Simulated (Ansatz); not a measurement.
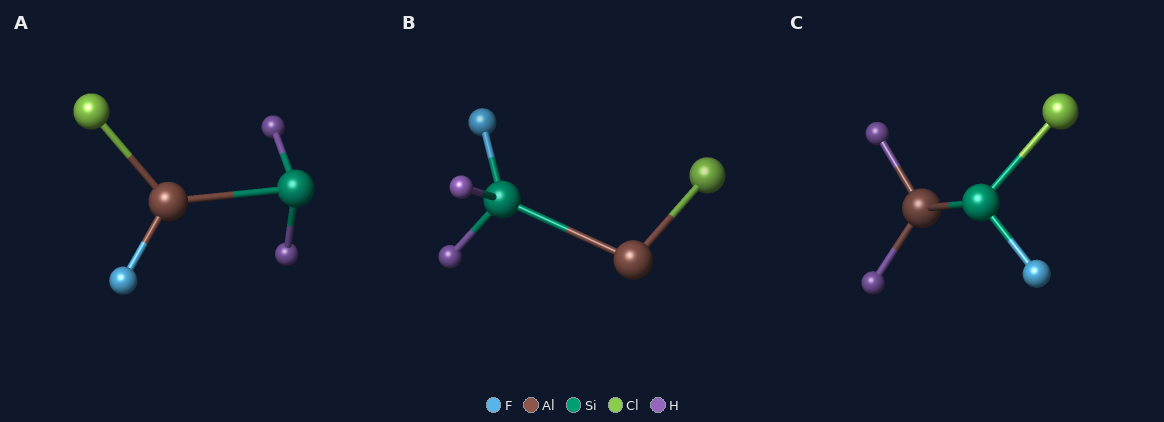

3 stationary structures of one formula. Charge −1, singlet. Geometries: PBE0-D4/def2-TZVPD. Electronic energies: RHF-CCSD(T) (frozen core)/def2-TZVPPD (Ansatz 0.2.0), without zero-point energy. No frequency run is at hand to confirm each as a minimum.

Question: Rank them by energy, lowest first.

Answer: A is lowest (C1); B lies 0.933 eV above it, C lies 1.855 eV above it (C1).
